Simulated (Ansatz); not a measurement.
## Fields on a plane of Cs2ZrF6 (space group P-3m1)

```yaml
crystal:
  lattice:
    - [6.35260, 0.00000, 0.00000]
    - [-3.17630, 5.50152, 0.00000]
    - [0.00000, 0.00000, 4.99722]
  atoms:
    - { symbol: Cs, position: [0.66667, 0.33333, 0.30363] }
    - { symbol: Cs, position: [0.33333, 0.66667, 0.69637] }
    - { symbol: Zr, position: [0.00000, 0.00000, 0.00000] }
    - { symbol: F, position: [0.84722, 0.15278, 0.77803] }
    - { symbol: F, position: [0.15278, 0.84722, 0.22197] }
    - { symbol: F, position: [0.84722, 0.69443, 0.77803] }
    - { symbol: F, position: [0.15278, 0.30557, 0.22197] }
    - { symbol: F, position: [0.30557, 0.15278, 0.77803] }
    - { symbol: F, position: [0.69443, 0.84722, 0.22197] }
```

The slice is a (-1 1 0 0) plane (indices of the conventional cell) through the point (0.667, 0.333, 0.304) (fractional), spanned by u = [001] and v = [110] in vectors of this cell: u (5.00 Å) and v (6.35 Å, at 90° to u). It covers one period; positions are fractions (u, v).

Atoms on it: Cs at (0.00, 0.00); F at (0.92, 0.50), 0.2 Å off the plane. Other atoms lie within 1 Å of the plane.

Level of theory: PBEsol (plane waves to 420 eV, PAW, scalar-relativistic; Ansatz, a first-principles code). k mesh 6×6×7. Inside the PAW spheres the values are not all-electron values, and peaks at nuclei hang on which shells count as valence. Cs2ZrF6 is run without spin polarisation. Cs2ZrF6 was relaxed with its symmetry unable to fall.

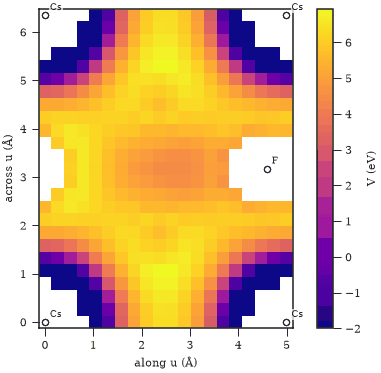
*Electrostatic potential energy of an electron, from the cell's mean, in eV, one period of the plane, atoms marked. Points within 0.8 Å of a nucleus are left white, as the pseudised field means little there. Values under -2 eV are set to -2. The zero, the cell's mean, hangs on the PAW cores.*

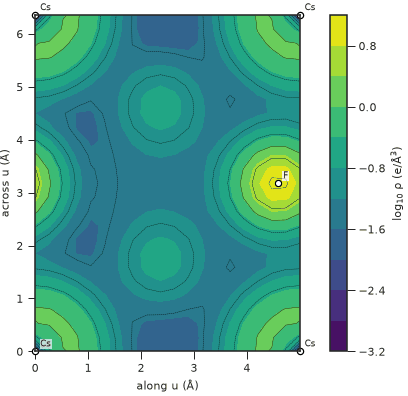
Fig. 1. Log₁₀ of the valence density in e/Å³, one period of the plane, atoms marked. The scale is logarithmic, as a density can span decades between atoms and voids; values under 0.001 e/Å³ are set to 0.001.
